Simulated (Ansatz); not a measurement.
# BH2 (boron dihydride) at 6 levels

Aim: a comparison of 6 runs (UHF/3-21G, U-wB97X/3-21G, UB3LYP/6-311G**, UCAM-B3LYP/6-311G**, UBCCD(T)/3-21G, FCI/6-311G**) of BH2 (boron dihydride). 

Program for the calculation: Ansatz 0.2.0.

58 further runs of the same task are left out: 58 set aside as unsound or not needed.

**1. The structure to begin with**

BH2 has 3 atoms, charge 0, and is taken as a doublet. As SMILES, `[BH2]`. The H3–B1 distance was set to 1.739 Å, away from the relaxed value. At this shape a bond of the SMILES string is far longer than usual.

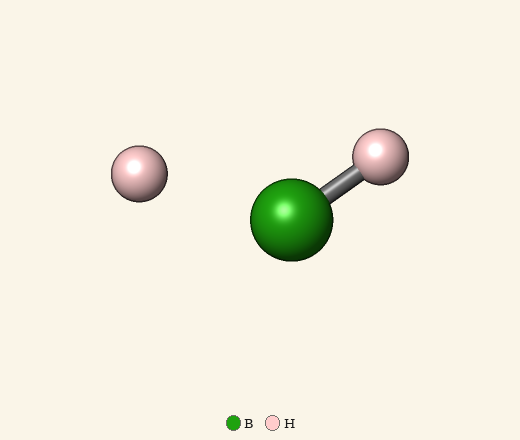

The structure, seen from a chosen angle (boron green, hydrogen pink).

**2. A single-point energy at UHF/3-21G (run 1)**

in.yaml

```yaml
basis:
  gaussian: {orbitals: 3-21G.json}
crystal:
  periodic: [false, false, false]
  atoms:
    - {symbol: B, position_ang: [0.665722, 0.160226, 0.387796]}
    - {symbol: H, position_ang: [0.682902, 1.311776, 0.520136]}
    - {symbol: H, position_ang: [-0.542860, -0.819090, -0.389630]}
magnetization: {spin_polarized: true, initial_magnetization: 1}
hamiltonian: {xc: hf}
accuracy: high
```

The basis set 3-21G is read from a file made from the Basis Set Exchange's data (not shown).

Command:

```sh
$ ansatz run in.yaml --threads 1 --pin off --max-ram 2610MiB --events-out events.jsonl --progress --plain --runs-dir runs
```

Output:

```text
Warning: RAYON_NUM_THREADS=1 ignored (pool sized by the plan → 1); use --threads N
Functional definition: HF
  name "HF"
  exchange = exact_x
  correlation = 0
249 factors; integrals over basis functions are off by at most 3.4e-9 eV
mean field evaluation 1: about -694.0473 eV, gradient 6.8e0 eV
mean field evaluation 2: about -694.0440 eV, gradient 6.8e0 eV
mean field evaluation 4: about -694.8366 eV, gradient 1.1e0 eV
mean field evaluation 8: about -694.8735 eV, gradient 2.2e-2 eV
mean field evaluation 16: about -693.3898 eV, gradient 6.7e0 eV
mean field evaluation 32: about -692.9183 eV, gradient 8.0e0 eV
mean field evaluation 64: about -694.8700 eV, gradient 3.8e-1 eV
mean field -694.87355487 eV, -25.5361321392 hartree, gradient 1.1e-8 eV, S^2 0.751443; 0 other end points of the search recorded, 0 dependent functions left out
reference -694.87355487 eV, -25.5361321392 hartree; 4, 3 occupied and 9, 10 virtual orbitals, 249 factors
Total energy: -694.87355487 eV, -25.5361321392 hartree
```

Run time: 0.08 s. Hardware: 1 thread of Arm Neoverse V1, shared host.

**3. The energy at U-wB97X/3-21G (run 2)**

input.yaml

```yaml
crystal:
  periodic: [false, false, false]
  atoms:
    - {symbol: B, position_ang: [0.665722, 0.160226, 0.387796]}
    - {symbol: H, position_ang: [0.682902, 1.311776, 0.520136]}
    - {symbol: H, position_ang: [-0.542860, -0.819090, -0.389630]}
basis:
  gaussian: {orbitals: 3-21G.json}
magnetization: {spin_polarized: true, initial_magnetization: 1}
hamiltonian: {xc: {name: wB97X}}
accuracy: high
```

The basis set 3-21G is read from a file made from the Basis Set Exchange's data (not shown).

Command:

```sh
$ ansatz run input.yaml --threads 1 --pin off --max-ram 2610MiB --events-out events.jsonl --progress --plain --runs-dir runs
```

Output (excerpt; [...] marks lines left out):

```text
Warning: RAYON_NUM_THREADS=1 ignored (pool sized by the plan → 1); use --threads N
Functional definition: wB97X
  name "wB97X"
[...]
      + exact_x_lr(omega)
[...]
      + integral(e_c_pw_opposite_spin*poly(b97_u_opposite, 1, cos1, cos2, cos3, cos4))
249 factors; integrals over basis functions are off by at most 3.4e-9 eV
128 factors; integrals over basis functions are off by at most 9.3e-10 eV
[...]
mean field -699.56886770 eV, -25.7086817031 hartree, gradient 2.8e-8 eV, S^2 0.750968; 1 other end points of the search recorded, 0 dependent functions left out
reference -699.56886659 eV, -25.7086816623 hartree; 4, 3 occupied and 9, 10 virtual orbitals, 249 factors
Total energy: -699.56886659 eV, -25.7086816623 hartree
```

Wall time 3.6 s (1 thread of Arm Neoverse V1, shared host); peak memory 0.2 GiB.

Runs 3 to 4 aren't shown in full; the table further down has their settings and results.

**4. The energy at UBCCD(T)/3-21G (run 5)**

job.yaml

```yaml
crystal:
  periodic: [false, false, false]
  atoms:
    - {symbol: B, position_ang: [0.665722, 0.160226, 0.387796]}
    - {symbol: H, position_ang: [0.682902, 1.311776, 0.520136]}
    - {symbol: H, position_ang: [-0.542860, -0.819090, -0.389630]}
basis:
  gaussian: {orbitals: 3-21G.json}
magnetization: {spin_polarized: true, initial_magnetization: 1}
accuracy: high
scf: {omitted_lower_state_checks: [cluster_reference, increment]}
correlation: {method: bccd_t, frozen_orbitals: {B: 1, H: 0}}
```

The basis set 3-21G is read from a file made from the Basis Set Exchange's data (not shown).

Command:

```sh
$ ansatz run job.yaml --threads 1 --pin off --max-ram 2610MiB --events-out events.jsonl --progress --plain --runs-dir runs
```

Output:

```text
Warning: RAYON_NUM_THREADS=1 ignored (pool sized by the plan → 1); use --threads N
[... 12 lines left out ...]
1 core orbitals not correlated: weight in the atoms' cores, before any rotation towards them, 1.000 or more for the frozen orbitals, at most 0.000 for the correlated occupied ones
[... 29 lines left out ...]
Total energy: -696.65129818 eV, -25.6014630009 hartree
Checks for a lower state left out: cluster_reference, increment
```

Run time: 0.32 s. Hardware: 1 thread of Arm Neoverse V1, shared host.

**5. The energy at FCI/6-311G(d,p) (run 6)**

run.yaml

```yaml
crystal:
  periodic: [false, false, false]
  atoms:
    - {symbol: B, position_ang: [0.665722, 0.160226, 0.387796]}
    - {symbol: H, position_ang: [0.682902, 1.311776, 0.520136]}
    - {symbol: H, position_ang: [-0.542860, -0.819090, -0.389630]}
basis:
  gaussian: {orbitals: 6-311G_st__st_.json}
magnetization: {spin_polarized: true, initial_magnetization: 1}
accuracy: high
correlation: {method: fci, frozen_orbitals: {B: 1, H: 0}}
```

The basis set 6-311G** is read from a file made from the Basis Set Exchange's data (not shown).

Command:

```sh
$ ansatz run run.yaml --threads 1 --pin off --max-ram 2610MiB --events-out events.jsonl --progress --plain --runs-dir runs
```

Output:

```text
Warning: RAYON_NUM_THREADS=1 ignored (pool sized by the plan → 1); use --threads N
[... 4 set-up lines as earlier in the session ...]
536 factors; integrals over basis functions are off by at most 3.5e-9 eV
mean field evaluation 1: about -698.1171 eV, gradient 7.6e0 eV
mean field evaluation 2: about -698.1170 eV, gradient 7.6e0 eV
mean field evaluation 4: about -699.0415 eV, gradient 1.2e0 eV
mean field evaluation 8: about -699.0782 eV, gradient 6.6e-2 eV
mean field evaluation 16: about -698.7382 eV, gradient 2.3e0 eV
mean field -699.07868254 eV, -25.6906677306 hartree, gradient 1.1e-8 eV, S^2 0.757727; 4 other end points of the search recorded, 0 dependent functions left out
mean field evaluation 32: about -699.0359 eV, gradient 4.0e-1 eV
1 core orbitals not correlated: weight in the atoms' cores, before any rotation towards them, 1.000 or more for the frozen orbitals, at most 0.000 for the correlated occupied ones
reference -699.03591675 eV, -25.6890961171 hartree; 3, 2 occupied and 26, 27 virtual orbitals, 536 factors
state -701.77789087 eV, -25.7898618074 hartree
Total energy: -701.77789087 eV, -25.7898618074 hartree
```

Wall time 5.4 s (1 thread of Arm Neoverse V1, shared host); peak memory 0.15 GiB.

**6. Overview of the runs**

```csv
run,level,frozen core orbitals,energy (Eh),⟨S²⟩,wall time
1,UHF/3-21G,–,-25.536132,0.751,0.08 s
2,U-wB97X/3-21G,–,-25.708682,0.751,3.6 s
3,UB3LYP/6-311G**,–,-25.883182,0.752,1 s
4,UCAM-B3LYP/6-311G**,–,-25.851765,0.752,1.3 s
5,UBCCD(T)/3-21G,1,-25.601463,0.751,0.32 s
6,FCI/6-311G**,1,-25.789862,–,5.4 s
```

**7. Results**

| quantity | value |
| --- | --- |
| run 6: total energy | -25.78986 Eh |
| run 6: correlation energy (1 core orbital frozen) | -100.8 mEh |

In words: Totals of different functionals can't be ranked against each other. All runs together took 12 s, the longest 5.4 s.
